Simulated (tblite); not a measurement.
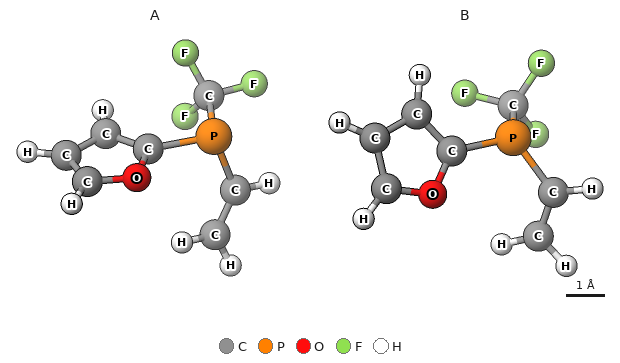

Two geometries of C$_{7}$H$_{6}$F$_{3}$OP, drawn at one scale. One is the start of a relaxation, the other its converged end. The picture is a ball-and-stick view, seen at a tilt.

Theory: GFN2-xTB geometry optimisation, gas phase (tblite). 

Which geometry has the lower energy?

Structure A is the relaxed one. Over 175 geometry steps the energy falls by 29.7 kcal/mol. The largest moves after the best rigid fit, 1.86 Å, are those of F and H atoms. Largest moves by element: H 1.86 Å, F 1.86 Å, C 1.01 Å, O 0.96 Å, P 0.57 Å. Some distances before and after: C–F 1.391 → 1.343 Å, C–O 1.315 → 1.355 Å, C–C 1.400 → 1.361 Å, C–C 1.380 → 1.413 Å. Bond angles that change, for instance: C–P–C 113.4° → 96.3°, P–C–O 128.4° → 113.4°, C–P–C 108.3° → 93.8°. Groups turn about C–P by about 50°.
